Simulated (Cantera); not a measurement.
A closed system holds: 1 mol SiH₂Cl₂, 1.1 mol C₂H₄, 34 mol H₂, 1.4 mol CH₄, held at 0.100 bar.

These are equilibrium values from Cantera (NASA tables, ideal gas, pure condensed phases), not measurements of a reactor. Candidate condensed phases: C, C₆H₆, C₇H₈, C₈H₁₈, Si, SiC; 109 gas species. Rates play no part.

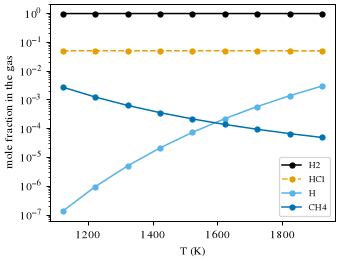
Figure: Equilibrium gas composition (values under 1e-9 drawn at 1e-9)

### Question
Read off the mole fractions at 1623 K.

### Answer
H₂ about 0.95, HCl about 0.049, H about 0.00021, CH₄ about 0.00013.
